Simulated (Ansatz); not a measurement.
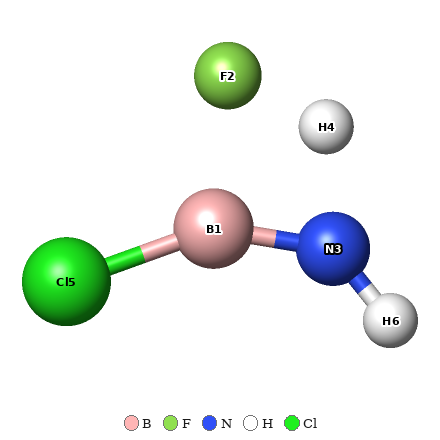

The system is the reacting system BClFH₂N (fragments BClFH₂N where the first distance is long, BClHN + FH where the second is long); the picture shows the reference structure. Coordinates scanned: (1) distance F2–H4 (bond that forms); (2) distance N3–H4 (bond that breaks). Relaxed at each point: all other coordinates. The scan uses a 10 × 10 grid. Points are written as (first, second). Energies: eV, counted from the lowest grid point. Energies and slopes of some neighbouring points disagree (a jump in structure or state, or too coarse a mesh). The reference is spin-restricted, so regions where a bond is pulled apart into radicals lie too high. Theory: Ansatz 0.2.0, RKS r2SCAN0-D4/def2-SVP.

Its coordinates:

| atom | x (Å) | y (Å) | z (Å) |
| --- | --- | --- | --- |
| B | -0.2048 | 0.3707 | -0.3198 |
| F | -1.1777 | 0.0077 | 1.0052 |
| N | 0.7388 | -0.4934 | 0.0227 |
| H | -0.1610 | -0.6476 | 1.0012 |
| Cl | -0.8209 | 1.5669 | -1.3845 |
| H | 1.6257 | -0.8042 | -0.3248 |

Range: distance F2–H4 (bond that forms) from 0.819 to 2.019 Å; distance N3–H4 (bond that breaks) from 0.918 to 2.718 Å.

What will the energy surface look like?

The lowest grid point is at (2.019 Å, 1.033 Å). It lies at the edge of the scanned range, so the true minimum may lie outside. Other grid points that lie below all their neighbours: (0.896 Å, 2.002 Å) (2.9 eV higher). The highest grid point, (0.819 Å, 0.918 Å), lies 9.1 eV above the lowest.

```
second ↓, first →  0.819  0.896  1.002  1.123  1.254  1.395  1.542  1.695  1.855  2.019
            2.718    3.4    3.1    3.2    3.9    4.8    5.8    6.7    6.7    6.8    6.8
            2.472    3.4    3.0    3.2    3.8    4.8    5.6    6.1    6.3    6.3    6.3
            2.233    3.4    3.0    3.1    3.7    4.6    5.2    5.6    5.7    5.7    5.7
            2.002    3.4    2.9    3.1    3.8    4.3    4.7    4.9    5.0    4.9    4.9
            1.781    3.4    3.0    3.0    3.5    3.8    4.1    4.2    4.1    4.0    3.9
            1.571    3.6    3.1    3.2    3.2    3.3    3.3    3.2    3.1    2.9    2.8
            1.374    4.1    3.4    3.2    2.9    2.7    2.5    2.3    2.0    1.8    1.6
            1.193    5.0    4.2    3.5    2.9    2.3    1.8    1.4    1.1    0.8    0.5
            1.033    6.8    5.6    4.4    3.3    2.4    1.7    1.1    0.6    0.3    0.0
            0.918    9.1    7.6    5.9    4.3    3.1    2.2    1.4    0.9    0.5    0.2
```

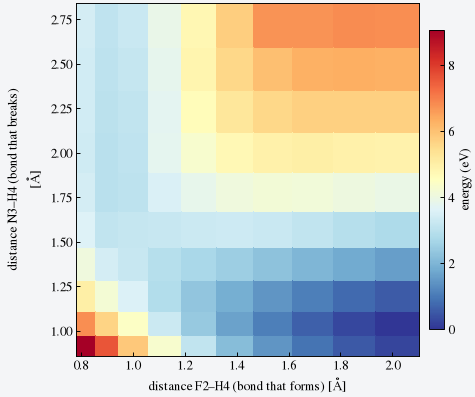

The picture shows one coloured cell a grid point.

Time for the 100 points that were run: 33 min on 1 thread of Arm Neoverse V1 (shared host).
